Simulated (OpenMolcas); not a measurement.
# CH5BFN (SMILES CB(N)F): levels of theory compared

We compute a comparison of 6 runs (HF/STO-3G, B3LYP/6-31G*, B2PLYP/cc-pVDZ, BLYP/cc-pVDZ, M06-2X/cc-pVDZ, r2SCAN/cc-pVDZ) of CH5BFN. 

Program for the calculation: OpenMolcas 26.06.

## (1) The system as given

CH5BFN: 9 atoms, total charge 0, spin state singlet. As SMILES, `CB(N)F`. The shape is that of a PBE0-D4/def2-TZVP optimisation.

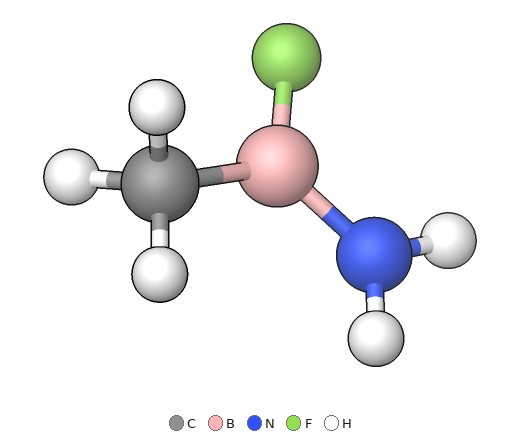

Viewed from a chosen angle; carbon grey, boron pink, nitrogen blue, fluorine green, hydrogen white.

## (2) Energy and forces at HF/STO-3G (run 1)

The input, input.xyz:

```xyz
9

C     -0.428400     0.964700    -0.539000
B      0.098200    -0.482300    -0.251400
N      0.546200    -0.928100     0.993800
F      0.128500    -1.370900    -1.263800
H      0.176600     1.438400    -1.318100
H     -0.424000     1.616300     0.336600
H     -1.450400     0.924300    -0.928000
H      0.878700    -1.865200     1.143700
H      0.563100    -0.343500     1.809000
```

The input, test.input:

```
>>> EXPORT MOLCAS_PRINT=2
&GATEWAY
BasLib=$CurrDir
Coord=input.xyz
Basis=STO-3G
Group=NoSym
&SEWARD
&SCF
Thresholds=1e-10 1e-07 1e-07 1e-05
PrOrbitals=1 1
&ALASKA
```

The basis set STO-3G is read from a file made from the Basis Set Exchange's data (not shown).

On the command line:

```console
$ export MOLCAS_MEM=1860
$ pymolcas test.input > test.log
```

What it wrote:

```text
--- Start Module: gateway ---
[...]
--- Stop Module: gateway /rc=_RC_ALL_IS_WELL_ ---
[...]
      Basis functions           25
[...]
--- Start Module: scf ---
[...]
       Convergence after  11 Iterations
[...]
::    Total SCF energy                               -216.5795140085
[...]
      Total spin, S                                     0.0000000000
[...]
      Total electronic charge=   32.000000
      Total            charge=   -0.000000
[...]
      Dipole Moment (debye):
      Origin of the operator (angstrom)=    0.0945   -0.5076   -0.2994
                   X=  3.6893E-01               Y=  6.7981E-02               Z=  1.5790E+00           Total=  1.6230E+00
      Quadrupole Moment (debye*angstrom):
[...]
 *              Molecular gradients               *
 **************************************************
  Irreducible representation: a
 ------------------------------------------------------------------------------------------
                              X                       Y                       Z
 ------------------------------------------------------------------------------------------
  C1                6.90050960692767E-03   -1.88850228124489E-02    3.95208735676600E-03
  B2               -5.97850893809937E-03    3.55509243832266E-02    2.12397438245970E-02
  N3                7.46997560905793E-03   -1.01157988697769E-02    1.72990399672379E-02
  F4                6.32815723325991E-04   -1.83053581857457E-02   -2.08514286662815E-02
  H5                3.77504312031163E-03    2.63456151899844E-03   -6.47700065421253E-03
  H6               -6.10837936531605E-05    4.79366824291994E-03    5.95742745997807E-03
  H7               -6.90506096817511E-03   -7.44291825239496E-04   -3.96458689779733E-03
  H8               -4.47084325471847E-03    1.08496893378969E-02   -4.25220963859207E-03
[...]
```

It took 1.9 s on 1 thread of Arm Neoverse V2, shared host; peak memory 0.37 GiB.

## (3) Energy and forces at B3LYP/6-31G(d) (Cartesian functions) (run 2)

The input, run.input:

```
* CH5BFN Kohn-Sham DFT

&GATEWAY
 BasLib=$CurrDir
 Coord
 9
 angstrom
 C       -0.428400       0.964700      -0.539000
 B        0.098200      -0.482300      -0.251400
 N        0.546200      -0.928100       0.993800
 F        0.128500      -1.370900      -1.263800
 H        0.176600       1.438400      -1.318100
 H       -0.424000       1.616300       0.336600
 H       -1.450400       0.924300      -0.928000
 H        0.878700      -1.865200       1.143700
 H        0.563100      -0.343500       1.809000
 Basis=6-31Gs
 Group=NoSym

&SEWARD
 GridInput
 Grid=UltraFine
 End of Grid

&SCF
 KSDFT=B3LYP
 Thresholds=1e-10 1e-07 1e-07 1e-05
 PrOrbitals=1 1

&ALASKA
```

The basis set 6-31G* is read from a file made from the Basis Set Exchange's data (not shown).

On the command line:

```console
$ export MOLCAS_MEM=1860
$ pymolcas run.input > run.log
```

What it wrote:

```text
--- Start Module: gateway ---
[...]
--- Stop Module: gateway /rc=_RC_ALL_IS_WELL_ ---
[...]
      Basis functions           70
[...]
--- Start Module: scf ---
[...]
       Convergence after  16 Iterations
[...]
::    Total KS-DFT energy                            -220.6769352628
[...]
      Total spin, S                                     0.0000000000
[...]
      Total electronic charge=   32.000000
      Total            charge=   -0.000000
[...]
      Dipole Moment (debye):
      Origin of the operator (angstrom)=    0.0945   -0.5076   -0.2994
                   X=  4.0629E-01               Y=  3.2100E-01               Z=  2.0504E+00           Total=  2.1148E+00
      Quadrupole Moment (debye*angstrom):
[...]
 *              Molecular gradients               *
 **************************************************
  Irreducible representation: a
 ------------------------------------------------------------------------------------------
                              X                       Y                       Z
 ------------------------------------------------------------------------------------------
  C1                3.37396571668425E-04   -1.21533493269155E-03   -2.65571736566050E-04
  B2                2.54802074700633E-04    8.93967166220477E-04    2.17355435559208E-03
  N3                8.20631852427312E-05   -1.03846947214770E-03   -1.03244187264551E-03
  F4               -6.10777031480048E-05    3.37102211470430E-03    4.07667504645026E-03
  H5               -1.07228003076099E-03   -1.45607146684790E-03    1.52688919135047E-03
  H6                2.31658150820963E-04   -2.06015163438789E-03   -1.76525044357634E-03
  H7                2.17228596136598E-03   -4.23955598846726E-04    7.01974957207474E-04
  H8               -1.59841999655552E-03    4.30468751861390E-03   -9.63121818645774E-04
[...]
```

It took 30 s on 1 thread of Arm Neoverse V2, shared host; peak memory 0.41 GiB.

Runs 3 to 5 aren't shown in full; the table further down has their settings and results.

## (4) Energy and gradient at r2SCAN/cc-pVDZ (run 6)

The input, mol.xyz:

```xyz
9

C     -0.428400     0.964700    -0.539000
B      0.098200    -0.482300    -0.251400
N      0.546200    -0.928100     0.993800
F      0.128500    -1.370900    -1.263800
H      0.176600     1.438400    -1.318100
H     -0.424000     1.616300     0.336600
H     -1.450400     0.924300    -0.928000
H      0.878700    -1.865200     1.143700
H      0.563100    -0.343500     1.809000
```

The input, calc.inp:

```
&GATEWAY
 BasLib = $CurrDir
 Coord = mol.xyz
 Basis = cc-pVDZ
 Group = NoSym

&SEWARD
 GridInput
 Grid=UltraFine
 End of Grid

&SCF
 KSDFT = 2
 1.0 MGGA_X_R2SCAN
 1.0 MGGA_C_R2SCAN
 Thresholds = 1e-10 1e-07 1e-07 1e-05
 PrOrbitals = 1 2

&ALASKA
```

The basis set cc-pVDZ is read from a file made from the Basis Set Exchange's data (not shown).

On the command line:

```console
$ export MOLCAS_MEM=1860
$ pymolcas calc.inp > calc.log
```

What it wrote:

```text
--- Start Module: gateway ---
[...]
--- Stop Module: gateway /rc=_RC_ALL_IS_WELL_ ---
[...]
      Basis functions           81
[...]
--- Start Module: scf ---
[...]
       Convergence after  14 Iterations
[...]
::    Total KS-DFT energy                            -220.5724443019
[...]
      Total spin, S                                     0.0000000000
[...]
      Total electronic charge=   32.000000
      Total            charge=   -0.000000
[...]
      Dipole Moment (debye):
      Origin of the operator (angstrom)=    0.0945   -0.5076   -0.2994
                   X=  4.0601E-01               Y=  3.9392E-01               Z=  2.1425E+00           Total=  2.2159E+00
      Quadrupole Moment (debye*angstrom):
[...]
 *              Molecular gradients               *
 **************************************************
  Irreducible representation: a
 ------------------------------------------------------------------------------------------
                              X                       Y                       Z
 ------------------------------------------------------------------------------------------
  C1               -2.03583540416052E-03    4.56033895559482E-03   -2.63773682584056E-03
  B2                1.09687453399032E-03   -7.45939476954538E-03   -5.00280007381426E-03
  N3                1.17211704614961E-03   -1.80857188568995E-03    2.38146718165577E-03
  F4               -3.19261979880109E-04    8.70567984748760E-03    9.83214491348683E-03
  H5               -3.16075716327413E-03   -2.67220755189257E-03    4.53628072959855E-03
  H6                1.03136666520315E-04   -3.96921280705032E-03   -4.78823906035331E-03
  H7                5.60279780510387E-03    9.86630674202349E-05    2.39199358335940E-03
  H8               -2.24985682811374E-03    6.26908099872026E-03   -1.09291746792350E-03
[...]
```

Wall time 49 s (1 thread of Arm Neoverse V2, shared host); peak memory 0.45 GiB.

## (5) All runs side by side

```
run                               level  Cartesian functions  integration grid  energy (Eh)  dipole moment (D)  HOMO energy (eV)  LUMO energy (eV)  wall time
  1                           HF/STO-3G                   no                 –  -216.579514               1.62             -9.53              9.86      1.9 s
  2  B3LYP/6-31G* (Cartesian functions)                  yes         UltraFine  -220.676935               2.11             -7.54              1.86       30 s
  3                      B2PLYP/cc-pVDZ                   no         UltraFine  -220.479448               2.28             -9.34              2.85       26 s
  4                        BLYP/cc-pVDZ                   no         UltraFine  -220.609094               2.18             -6.30              0.89       36 s
  5                      M06-2X/cc-pVDZ                   no         UltraFine  -220.601245               2.26             -9.42              2.65       50 s
  6                      r2SCAN/cc-pVDZ                   no         UltraFine  -220.572444               2.22             -6.82              1.25       49 s
```

## (6) Summary of results

| quantity | value |
| --- | --- |
| run 6: total energy | -220.57244 Eh |
| run 6: dipole moment | 2.22 D |
| run 6: HOMO energy | -6.82 eV |
| run 6: LUMO energy | 1.25 eV |
| run 6: HOMO–LUMO gap | 8.07 eV |
| run 6: largest force on an atom | 0.675 eV/Å |

In words: The dipole moment (its size) runs from 1.62 D (HF/STO-3G) to 2.28 D (B2PLYP/cc-pVDZ). The two ends differ in method and basis. A double hybrid's value is that of its SCF part. The HOMO–LUMO gap runs from 7.18 eV (BLYP/cc-pVDZ) to 19.39 eV (HF/STO-3G). For B2PLYP the log adds the whole second-order term; the table takes 0.27 of it, as the functional is defined. Totals of different functionals can't be ranked against each other. In run 1 the basis is minimal, so the values are rough. All runs together took 3.2 min, the longest 50 s.
